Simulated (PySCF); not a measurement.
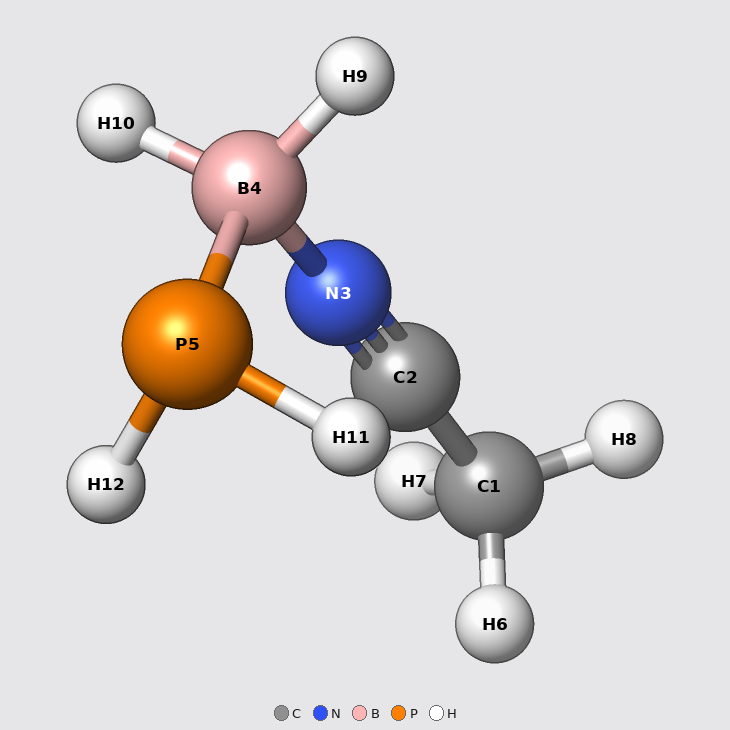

Computed geometry: PBE0-D3(BJ)/def2-SVP optimisation. No frequency run is at hand to confirm it as a minimum. Method: TDDFT CAM-B3LYP/def2-SVPD, vertical, gas phase, core orbitals frozen in the response (PySCF 2.14.0), and the same with a continuum solvent (IEF-PCM, Bondi radii x 1.2, gas-phase geometry).

How do dipole (D), HOMO–LUMO gap (eV), lowest singlet (eV) change in benzene (ε = 2.3), dichloromethane (ε = 8.9)?

```
         medium  dipole (D)  HOMO–LUMO gap (eV)  lowest singlet (eV)
      gas phase        8.40                7.66                 4.93
        benzene        9.62                8.17                 5.39
dichloromethane       10.68                8.58                 5.76
```
